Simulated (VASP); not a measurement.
Band structure of CrB (relaxed from the zinc blende structure, space group F-43m). Computed with PBEsol GGA, VASP's PBE PAW potentials (set 64) (plane waves; VASP 6.6.1).

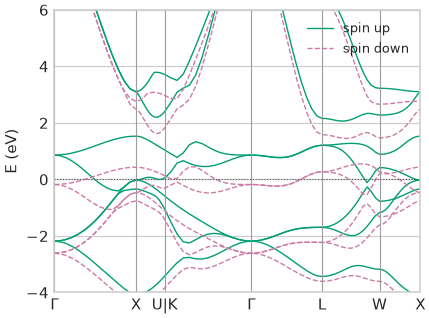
*Bands along high-symmetry lines, zero at the valence-band maximum or, without a gap, the Fermi level*

Q: Read the plot: is there a gap, and where are the band edges?

A: It has no gap at this level: it comes out as a metal or semimetal. (Edges off the drawn lines would not show.)

The structure was generated: CrB was put into the zinc blende type (F-43m), which need not be its known phase. It was relaxed first, which changed the volume by -32 %.
